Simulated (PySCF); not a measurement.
## Electronic structure of C$_{5}$H$_{7}$AlClN in real space

Input file:

```
{"job": {"kind": "nmr", "xc": "PBE0", "basis": "pcSseg-1"}, "charge": 0, "multiplicity": 1}
C      3.977348     0.716194    -0.308969
N      3.040046     0.363509     0.249226
Al     1.199997    -0.343494     0.528568
Cl     1.407132    -2.300295    -0.012715
C      0.393324     0.975057    -0.787276
C     -0.892633     0.363579    -0.515564
C     -1.936382    -0.181074    -0.251872
C     -3.234337    -0.773408     0.002849
H      4.836731     1.056587    -0.823314
H      0.947296    -0.050952     2.009326
H      0.594924     0.942106    -1.861980
H      0.372559     2.021527    -0.472179
H     -3.652026    -0.372435     0.926466
H     -3.918923    -0.553981    -0.817845
H     -3.139471    -1.854932     0.102057
```

Launched as:

```sh
OMP_NUM_THREADS=1 python probes_run.py task.json out
```

Geometry: GFN2-xTB.

Level of theory: PySCF 2.14.0, PBE0/pcSseg-1, SCF density, gas phase, non-relativistic.

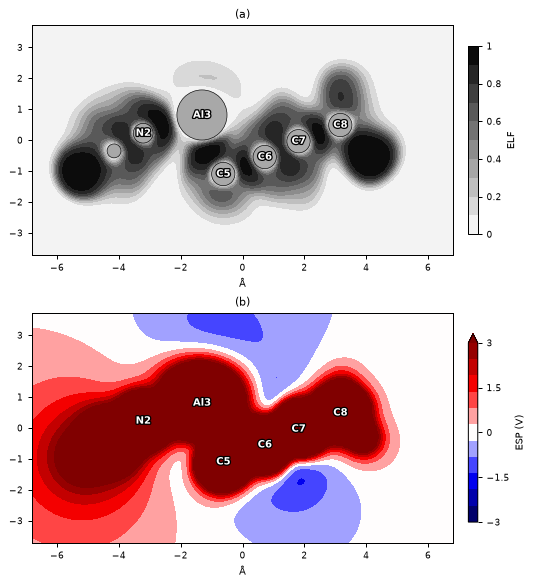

Figure 1. (a) electron localisation function; (b) molecular electrostatic potential on the plane of atoms N2, Al3 and C5. Grey discs cover the atomic cores in the ELF map.

Q: What do the fields say about this system?

A:
- The plane passes through N, Al and C nuclei.
- C–C (1.21 Å): the ELF peaks at about 0.85 between the atoms; a short, multiple covalent bond.
- Al–N (1.99 Å): the ELF peaks at about 0.95 in the valence shell of N, 0.7 Å from its nucleus, and is about 0.60 at the midpoint.
- C–Al (2.03 Å): the ELF peaks at about 0.95 between the atoms, as expected for a polar covalent bond.
- Outside the dense part of the molecule the potential is most negative (−1.4 V) near C6.

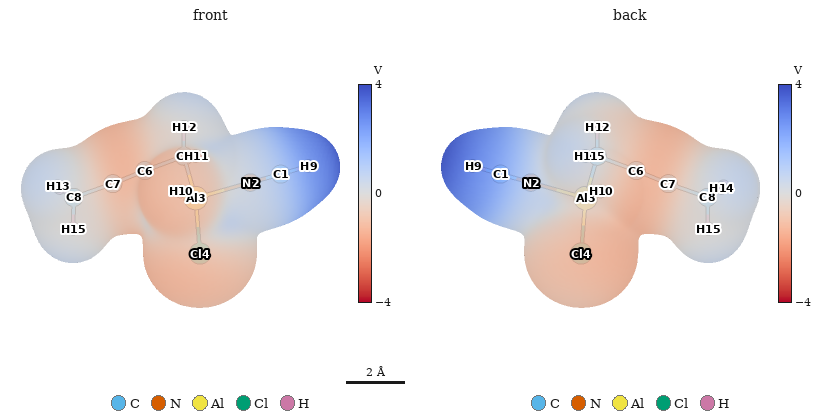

Figure 2. The electrostatic potential painted on the density surface at 0.002 e/bohr³, seen from the front and from behind; red is negative and blue positive.

Q: Describe the electrostatic potential map.

A: The most negative region (about −1.3 V) lies over Cl4, C6 and C7, the most positive (about +3.5 V) over H9.
